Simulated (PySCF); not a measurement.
Ga(H)2(Me)(py), C6H10GaN, singlet at its GFN2-xTB optimised geometry (Å):

```
18

Ga    -0.2356    -2.9306     0.0000
H     -0.7808    -3.1620     1.4336
H      1.3154    -2.9306     0.0000
C     -1.2393    -3.6238    -1.5918
H     -2.3134    -3.4031    -1.5413
H     -1.1534    -4.7119    -1.6821
H     -0.8616    -3.2061    -2.5342
C     -0.6310     1.8574     0.2563
C      0.1372     1.1100     1.1386
C      0.1883    -0.2604     0.9720
N     -0.4680    -0.8831     0.0000
C     -1.2043    -0.1761    -0.8454
C     -1.3154     1.2011    -0.7542
H     -0.6940     2.9306     0.3559
H      0.6845     1.5828     1.9387
H      0.7659    -0.9103     1.6225
H     -1.7148    -0.7435    -1.6135
H     -1.9242     1.7448    -1.4594
```

Computed with PBE0/def2-SVP (PySCF). Cells within 0.4 Å of a nucleus heavier than hydrogen are left out (blank, or x).

Map of the deformation density (molecule minus spherical neutral atoms) (e/bohr³) on the plane z = 0.0 Å:

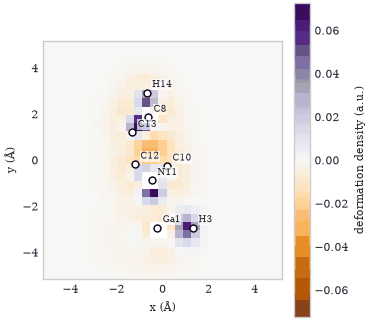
Fig. 1. Deformation density (molecule minus spherical neutral atoms) (e/bohr³) on the plane z = 0.0 Å.
